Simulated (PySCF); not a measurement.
# BLYP/def2-TZVPPD run of AlH (SMILES [AlH])

What is the energy change on altering one bond length of AlH at BLYP/def2-TZVPPD? 

Program for the calculation: PySCF 2.14.0.

3 further runs of the same task are left out: 3 set aside as unsound or not needed.

## (1) The molecule

AlH has 2 atoms, charge 0, and is taken as a singlet. As SMILES, `[AlH]`. The coordinates come from a PBE0-D4/def2-TZVP relaxation.

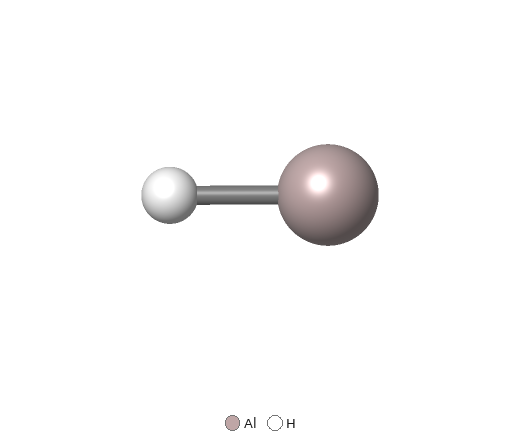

Viewed from a chosen angle; aluminium light grey, hydrogen white.

## (2) The energy at BLYP/def2-TZVPPD

The input, input.xyz:

```xyz
2
AlH
Al     0.000000     0.000000    -0.025640
H      0.000000     0.000000     1.639110
```

The input, input.py:

```python
from pyscf import gto, dft

mol = gto.M(
    atom='input.xyz',
    spin=0,
    max_memory=1860,
    basis='def2-tzvppd',
    verbose=3,
    charge=0,
)

ks = dft.RKS(mol)
ks.xc = 'blyp'
ks.conv_tol = 1e-10
ks.grids.level = 5
ks.kernel()
if not ks.converged:
    ks = ks.newton().run(ks.mo_coeff, ks.mo_occ)

energy = ks.e_tot
print('Final energy', energy)
```

Run with:

```
$ OMP_NUM_THREADS=1 python input.py
```

Log:

```text
converged SCF energy = -242.987592399227
Final energy -242.98759239922728
```

Run time: 2.2 s. Hardware: 1 thread of Arm Neoverse V2, shared host; peak memory 0.29 GiB.

## (3) The distorted shape at the same level

The input, input.py:

```python
from pyscf import gto, dft

mol = gto.M(
    atom='''
Al     0.000000     0.000000    -1.621366
H      0.000000     0.000000     3.097469
''',
    basis='def2-tzvppd',
    max_memory=1860,
    unit='bohr',
    spin=0,
    verbose=4,
)

myscf = dft.RKS(mol, xc='blyp')
myscf.conv_tol = 1e-10
myscf.grids.level = 5
myscf.kernel()
if not myscf.converged:
    myscf = myscf.newton().run(myscf.mo_coeff, myscf.mo_occ)

etot = myscf.e_tot
print('E(%s) = %.9f' % ('BLYP', etot))
```

Run with:

```
$ OMP_NUM_THREADS=1 python input.py
```

Log:

```text
PySCF version 2.14.0

[INPUT] num. atoms = 2
[INPUT] num. electrons = 14
[INPUT] charge = 0
[INPUT] spin (= nelec alpha-beta = 2S) = 0
[INPUT] symmetry False subgroup None
[INPUT] Mole.unit = bohr
[INPUT] Symbol           X                Y                Z      unit          X                Y                Z       unit  Magmom
[INPUT]  1 Al     0.000000000000   0.000000000000  -0.857989937761 AA    0.000000000000   0.000000000000  -1.621366000000 Bohr   0.0
[INPUT]  2 H      0.000000000000   0.000000000000   1.639110006331 AA    0.000000000000   0.000000000000   3.097469000000 Bohr   0.0

nuclear repulsion = 2.75491726241752
number of shells = 23
number of NR pGTOs = 88
number of NR cGTOs = 65
basis = def2-tzvppd
ecp = {}

******** <class 'pyscf.dft.rks.RKS'> ********
method = RKS
initial guess = minao
damping factor = 0
level_shift factor = 0
DIIS = <class 'pyscf.scf.diis.CDIIS'>
diis_start_cycle = 1
diis_space = 8
diis_damp = 0
SCF conv_tol = 1e-10
SCF conv_tol_grad = None
SCF max_cycles = 50
direct_scf = True
direct_scf_tol = 1e-13
XC library pyscf.dft.libxc version 7.0.0
    S. Lehtola, C. Steigemann, M. J.T. Oliveira, and M. A.L. Marques.,  SoftwareX 7, 1–5 (2018)
XC functionals = blyp
    A. D. Becke.,  Phys. Rev. A 38, 3098 (1988)
    C. Lee, W. Yang, and R. G. Parr.,  Phys. Rev. B 37, 785 (1988)
    B. Miehlich, A. Savin, H. Stoll, and H. Preuss.,  Chem. Phys. Lett. 157, 200 (1989)
radial grids:
    Treutler-Ahlrichs [JCP 102, 346 (1995); DOI:10.1063/1.469408] (M4) radial grids

becke partition: Becke, JCP 88, 2547 (1988); DOI:10.1063/1.454033
pruning grids: <function nwchem_prune>
grids dens level: 5
symmetrized grids: False
atomic radii adjust function: <function treutler_atomic_radii_adjust>
small_rho_cutoff = 0
Set gradient conv threshold to 1e-05
Initial guess from minao.
tot grids = 66592
init E= -242.813998005308
  HOMO = -0.201892844364625  LUMO = -0.0812152978392641  gap/eV = 3.28380
cycle= 1 E= -242.897011419643  delta_E= -0.083  |g|= 0.264  |ddm|= 0.676

WARN: HOMO -0.142450122958328 == LUMO -0.142450122958306

cycle= 2 E= -242.377088667231  delta_E= 0.52  |g|= 0.467  |ddm|=  1.6
  HOMO = -0.173143227687467  LUMO = -0.0963056833985227  gap/eV = 2.09086
cycle= 3 E= -242.938313427457  delta_E= -0.561  |g|= 0.093  |ddm|= 1.52
  HOMO = -0.167918742466785  LUMO = -0.101405406589936  gap/eV = 1.80992
cycle= 4 E= -242.943237785732  delta_E= -0.00492  |g|= 0.0381  |ddm|= 0.178
  HOMO = -0.168870929750479  LUMO = -0.10665661612001  gap/eV = 1.69294
cycle= 5 E= -242.943713569785  delta_E= -0.000476  |g|= 0.00482  |ddm|= 0.0663
  HOMO = -0.167594000580911  LUMO = -0.105946775239214  gap/eV = 1.67751
cycle= 6 E= -242.943711246905  delta_E= 2.32e-06  |g|= 0.00303  |ddm|= 0.0115
  HOMO = -0.168175423223671  LUMO = -0.105720711944796  gap/eV = 1.69948
cycle= 7 E= -242.943718126737  delta_E= -6.88e-06  |g|= 0.000949  |ddm|= 0.00675
  HOMO = -0.168141631252579  LUMO = -0.105836651532076  gap/eV = 1.69540
cycle= 8 E= -242.943718882436  delta_E= -7.56e-07  |g|= 5.82e-05  |ddm|= 0.00166
  HOMO = -0.168121701612206  LUMO = -0.105827567775395  gap/eV = 1.69511
cycle= 9 E= -242.943718884638  delta_E= -2.2e-09  |g|= 4.44e-06  |ddm|= 0.000128
  HOMO = -0.168122887839322  LUMO = -0.105828828835658  gap/eV = 1.69511
cycle= 10 E= -242.943718884651  delta_E= -1.37e-11  |g|= 5.06e-07  |ddm|= 1.13e-05
  HOMO = -0.168122912959516  LUMO = -0.105828607677049  gap/eV = 1.69511
Extra cycle  E= -242.943718884651  delta_E= -1.14e-13  |g|= 9.66e-07  |ddm|= 2.8e-06
converged SCF energy = -242.943718884651
E(BLYP) = -242.943718885
```

Wall time 2.5 s (1 thread of Arm Neoverse V2, shared host); peak memory 0.3 GiB.

## (4) What came out

Level: BLYP/def2-TZVPPD.

```
                                                          quantity          value
                                         first shape: total energy  -242.98759 Eh
                                        first shape: dipole moment         0.29 D
                                          first shape: HOMO energy       -4.80 eV
                                          first shape: LUMO energy       -2.41 eV
                                        first shape: HOMO–LUMO gap        2.39 eV
                                     distorted shape: total energy  -242.94372 Eh
                                    distorted shape: dipole moment         3.52 D
                                      distorted shape: HOMO energy       -4.57 eV
                                      distorted shape: LUMO energy       -2.88 eV
                                    distorted shape: HOMO–LUMO gap        1.70 eV
energy change with the Al1–H2 bond stretched from 1.665 to 2.497 Å       1.194 eV
```

One bond (distorted shape) is far stretched, which a spin-restricted single reference describes badly; a broken-symmetry solution may lie lower. With the Al1–H2 bond stretched from 1.665 to 2.497 Å the energy rises by 1.19 eV (28 kcal/mol). The first shape isn't relaxed at this level, so the change isn't measured from a minimum. A restricted reference can't describe the breaking bond well at this length.
